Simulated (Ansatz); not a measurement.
**HLiOS: density, localisation and related maps**

The calculation's input:

```
crystal:
  periodic: [false, false, false]
  atoms:
    - {symbol: Li, position_ang: [-0.953933, 1.577105, -1.533611]}
    - {symbol: O, position_ang: [0.620880, 1.597338, -1.387840]}
    - {symbol: S, position_ang: [2.229578, 1.855826, -1.257016]}
    - {symbol: H, position_ang: [2.685587, 0.572992, -1.116800]}
basis:
  gaussian: {orbitals: def2-TZVPD}
hamiltonian: {xc: pbe0}
output: {forces: true, orbitals: {seedname: orbitals}}
```

Command:

```sh
ansatz run input.yaml --threads 1 --pin off --max-ram 2610MiB --events-out events.jsonl --progress --plain --runs-dir runs
```

Geometry: B3LYP-D3(BJ)/def2-SVP.

Method: isolated molecule in a Gaussian basis; Kohn-Sham density functional theory, functional PBE0 (Ansatz).

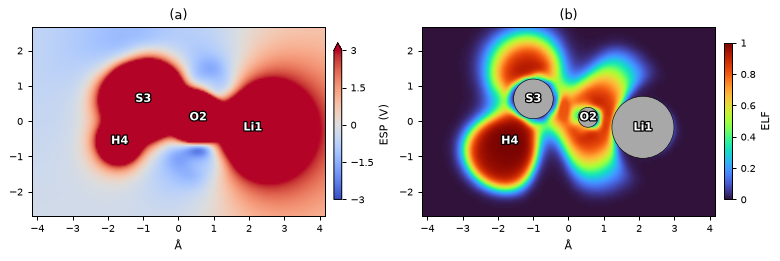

Figure 1. (a) molecular electrostatic potential; (b) electron localisation function on the molecular plane. Grey discs cover the atomic cores in the ELF map.

Read the bonding off the picture.

Atoms in the plane: Li, O, S and H.
Li–O (1.58 Å): the ELF peaks at about 0.85 in the valence shell of O, 0.6 Å from its nucleus, and is about 0.35 at the midpoint: a closed-shell, largely ionic contact.
S–O (1.63 Å): the ELF peaks at about 0.80 between the atoms, as expected for a polar covalent bond.
S–H (1.37 Å): the ELF climbs to about 1 towards the hydrogen, as it does in any bond to H; a covalent bond by its length.
The ELF also peaks beside S3, away from the bonds: lone-pair regions.
Outside the dense part of the molecule the potential is most negative (−1.8 V) near O2.

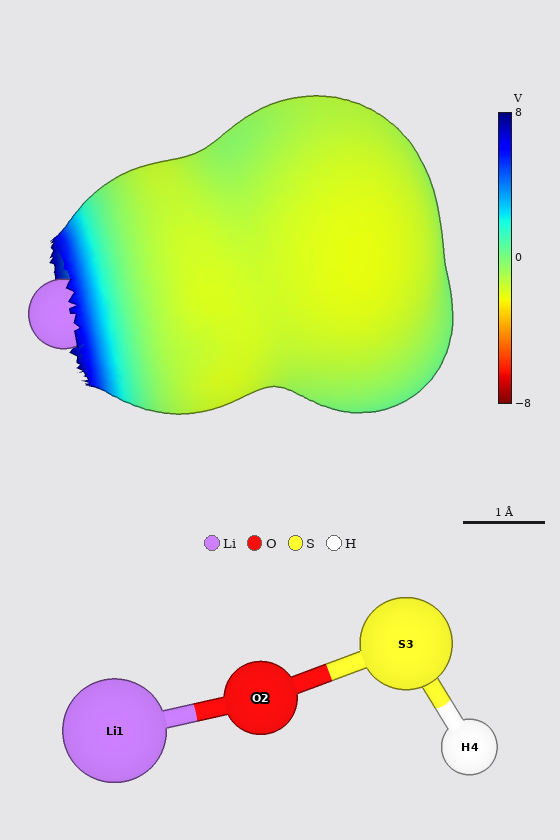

Figure 2. The molecular electrostatic potential painted on the density surface at 0.004 e/bohr³, seen at a tilt; the colour scale runs from red (negative) to blue (positive). The bare structure is drawn below in the same view.

Describe the electrostatic potential map.

The most negative region (about −2.1 V) lies over S3, the most positive (about +6.3 V) over Li1.

How polar is the molecule by this calculation?

Its dipole moment is 6.70 D.

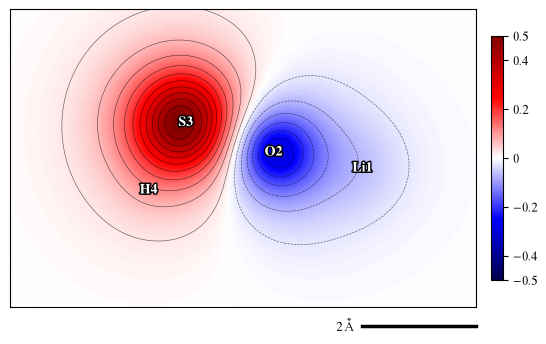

Figure 3. The HOMO on a plane 0.8 Å above the molecular plane (values in Å⁻³ᐟ²; the overall sign is arbitrary).

Where does this orbital lie, and at what energy?

Its weight (Hirshfeld) is mainly on S3 (about 65 %) and O2 (about 30 %); it changes sign across the molecular plane (π type); π-antibonding (a node) across O2–S3. Its energy is −4.68 eV.
